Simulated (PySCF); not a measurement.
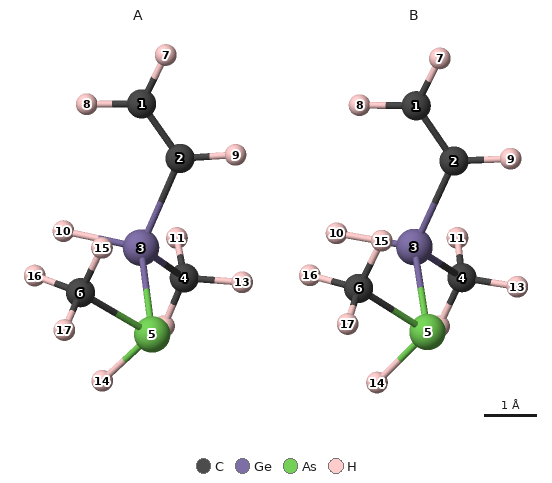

Two geometries of C$_{4}$H$_{11}$AsGe, drawn at one scale. One is the start of a relaxation, the other its converged end. The picture is a ball-and-stick view, seen from a free direction.

Computed with PBE0-D3(BJ)/def2-SVP geometry optimisation, gas phase in PySCF 2.14.0, density-fitted response routines. 

### Which one is relaxed?

Structure B is the relaxed one. The start comes from GFN2-xTB. Its atoms were then displaced at random by about 0.01 Å. The largest move after the best rigid fit is that of an H atom, 0.20 Å. Largest moves by element: H 0.20 Å, C 0.10 Å, Ge 0.09 Å, As 0.08 Å. Among the contacts that change: C–H 1.056 → 1.097 Å, As–H 1.495 → 1.529 Å, C–H 1.125 → 1.100 Å, C–H 1.078 → 1.100 Å. Among the angles between lasting bonds that change: C–Ge–As 111.4° → 106.3°, H–C–H 104.7° → 108.7°, C–Ge–H 104.1° → 107.3°. After 7 geometry steps the energy has fallen by 3.38 kcal/mol. The run took 88 s on 1 thread of Intel(R) Xeon(R) 6975P-C (shared host).
